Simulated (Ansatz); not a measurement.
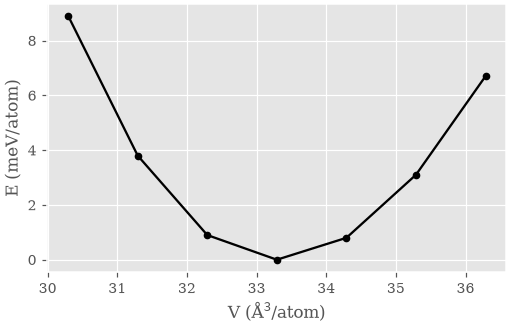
Na (bcc (W type), space group No. 229) under volume change, DFT-LDA in the program Ansatz with PAW potentials, scaled uniformly.

Question: What does a third-order Birch–Murnaghan fit give for V₀, B₀ and B′?

Answer: V₀ = 33.29 Å³/atom, B₀ = 9.1 GPa, B′ = 3.7.

Space group Im-3m (bcc (W type)). Symmetry was held in the LDA relaxation.

Potentials: the later of the program's two PAW sets.
